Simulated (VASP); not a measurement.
Band structure of Na2S (space group Fm-3m). These are LDA (Ceperley-Alder, Perdew-Zunger), VASP's LDA PAW potentials (set 64) (plane waves; VASP) values and carry that method's errors.

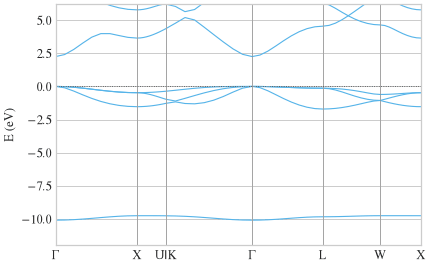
Figure: Bands along high-symmetry lines, zero at the valence-band maximum or, without a gap, the Fermi level

**Question.** Read the plot: is there a gap, and where are the band edges?

**Answer.** The gap is direct, 2.25 eV, from the valence maximum at Γ to the conduction minimum at Γ.

The structure is a typed Na2S crystal. The cell was not relaxed at this level.
